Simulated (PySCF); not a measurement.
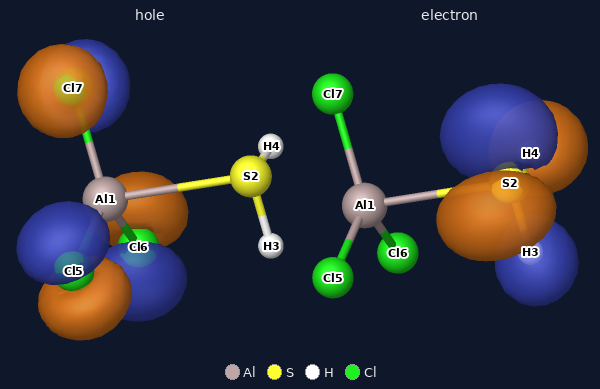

Figure. Al(H2S)Cl3 (AlCl$_{3}$H$_{2}$S). Leading natural transition orbital pair of S₂ (TDA singlet states); the surfaces enclose about 70 % of each orbital's density.

Computed with PySCF, PBE0/def2-TZVP, geometry: GFN2-xTB. No frequency check shows the geometry to be a minimum. GFN2-xTB bond lengths at metals and heavier atoms can be off by up to 0.1 Å and shapes distorted, which carries into these values. Without diffuse functions Rydberg states are missing, so the states' numbers hold for this basis only.

Coordinates in Å:

```
Al1     -0.4615   -0.0123   -0.1172
S2       2.1189    0.0812    0.7905
H3       2.4765   -0.8925   -0.0336
H4       2.4227    1.0317   -0.1002
Cl5     -0.9509   -1.7768    0.7880
Cl6      0.0718   -0.0764   -2.0995
Cl7     -1.0503    1.7780    0.6650
```

Q: What kind of excitation is it, and where does it lie?

A: 7.39 eV (168 nm), f = 0.000 (very weak), charge transfer, whose energy this functional puts too low; the leading pair carries 100 %; hole on Cl6 (36 %) and Cl5 and Cl7 (30 % each), electron on S2 (57 %), H4 (21 %) and H3 (14 %); their centroids lie 2.8 Å apart. In canonical orbitals it is mainly HOMO → LUMO (99 %). The HOMO–LUMO gap is 8.35 eV.
